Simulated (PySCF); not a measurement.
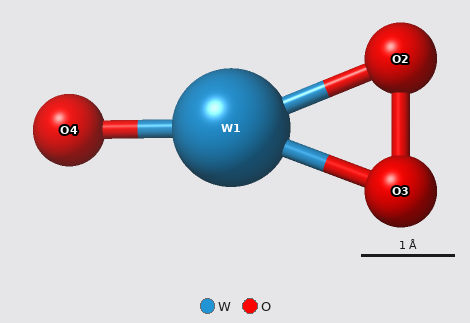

*The structure (ball-and-stick view, seen on its broad side; atoms are numbered from 1 in the order of the input). Sticks mark near contacts.*

**Frequency calculation, with input and output: WO$_{3}$ (charge −1)**

The run: frequency calculation of WO$_{3}$, charge −1, multiplicity 2. Method and program: UKS-based PBE0, W def2-SVPD with ECP60, O def2-SVPD; non-relativistic Hamiltonian with a scalar-relativistic core potential; density fitting (PySCF 2.14.0).

Input file:
```python
from pyscf import gto, scf, dft
mol = gto.M(atom='''
W      0.000000     0.000000    -0.133383
O      0.720273     0.000000     1.715804
O     -0.720273     0.000000     1.715804
O      0.000000     0.000000    -1.898214''',
    basis={'W': 'def2-SVPD', 'O': 'def2-SVPD'},
    ecp={'W': 'def2-SVPD'},
    charge=-1, spin=1)
mf = dft.UKS(mol, xc='PBE0')
mf.grids.atom_grid = (75, 302)
aux = {'W': 'def2-universal-JKFIT', 'O': 'def2-universal-JKFIT'}
mf = mf.density_fit(auxbasis=aux)
mf.conv_tol = 1e-09
mf.diis_space = 10
mf.max_cycle = 60
mf.verbose = 4
mf.kernel()
```

The script is an equivalent of the set-up of the self-consistent field. The run itself was carried out by a driver, which started from the orbitals of the step before it where there was one and computed the further properties.

Command:
```bash
OMP_NUM_THREADS=2 python axn.py task.json out
```

Log:
```
init E= -292.336328517661
  alpha nocc = 20  HOMO = -0.0409642735113042  LUMO = 0.106995173718825
  beta  nocc = 19  HOMO = -0.028009430918047  LUMO = 0.0962218808563586
  HOMO = -0.028009430918  LUMO = 0.0962218808564  gap/eV = 3.38051
cycle= 1 E= -292.336328516885  delta_E= 7.75e-10  |g|= 4.62e-05  |ddm|= 4.51e-05
  alpha nocc = 20  HOMO = -0.0409677865319395  LUMO = 0.106988467029824
  beta  nocc = 19  HOMO = -0.0280142132582775  LUMO = 0.0962152989337158
  HOMO = -0.0280142132583  LUMO = 0.0962152989337  gap/eV = 3.38046
cycle= 2 E= -292.336328510023  delta_E= 6.86e-09  |g|= 0.000137  |ddm|= 0.000136
  alpha nocc = 20  HOMO = -0.040965132127662  LUMO = 0.106993588104617
  beta  nocc = 19  HOMO = -0.0280106447043664  LUMO = 0.0962202986666994
  HOMO = -0.0280106447044  LUMO = 0.0962202986667  gap/eV = 3.38050
cycle= 3 E= -292.336328517765  delta_E= -7.74e-09  |g|= 1.19e-06  |ddm|= 0.000101
  alpha nocc = 20  HOMO = -0.0409651517755633  LUMO = 0.106993528083833
  beta  nocc = 19  HOMO = -0.0280106927118737  LUMO = 0.0962202618328426
  HOMO = -0.0280106927119  LUMO = 0.0962202618328  gap/eV = 3.38050
cycle= 4 E= -292.336328517766  delta_E= -1.25e-12  |g|= 3.68e-07  |ddm|= 1.46e-06
  alpha nocc = 20  HOMO = -0.0409651123130965  LUMO = 0.106993592409203
  beta  nocc = 19  HOMO = -0.0280106985166917  LUMO = 0.0962203217643038
  HOMO = -0.0280106985167  LUMO = 0.0962203217643  gap/eV = 3.38050
Extra cycle  E= -292.336328517766  delta_E= -5.68e-14  |g|= 3.5e-07  |ddm|= 3.01e-06
converged SCF energy = -292.336328517766  <S^2> = 1.3192067  2S+1 = 2.5053596
```

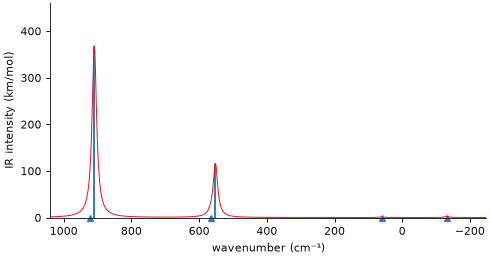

*Harmonic infrared spectrum, unscaled: sticks (degenerate modes added up, dark ones marked on the axis) with a Lorentzian envelope of 16 cm⁻¹ full width, scaled to the tallest stick; imaginary modes are drawn at negative wavenumbers.*

6 modes from 132i to 923 cm⁻¹, 1 imaginary beyond 8i (132i cm⁻¹): a first-order saddle point, if the geometry is stationary. The strongest line is at 909 cm⁻¹ (368 km/mol). All modes, in cm⁻¹ (km/mol): 132i (2.3), 60 (1.2), 552 (115), 565 (4.4), 909 (368), 923 (0.6).

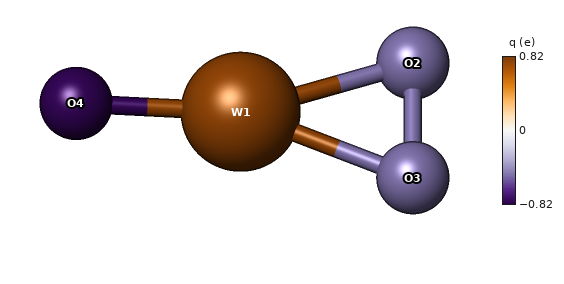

*Mulliken charges, as the colour of each atom (ball-and-stick view, seen at a tilt; atoms are numbered from 1 in the order of the input).*

By element: W +0.77 and O −0.78 to −0.49 e.

Results in brief:

```tsv
quantity	value
outcome	converged
total energy	−292.336329 hartree
⟨S²⟩	1.319
zero-point energy	0.006857 hartree
wavenumbers, lowest and highest	132i and 923 cm⁻¹
hardware	2 threads of Arm Neoverse V1, 24 GiB of memory available, shared host
wall time	81 s (CPU time 2.5 min)
peak memory	1.2 GiB
```

Remarks:

Checks after the run noted: the SCF density has lower symmetry than the nuclear frame; spin contamination. ⟨S²⟩ is 1.32 against 0.75 for a pure state: the solution is spin-contaminated.
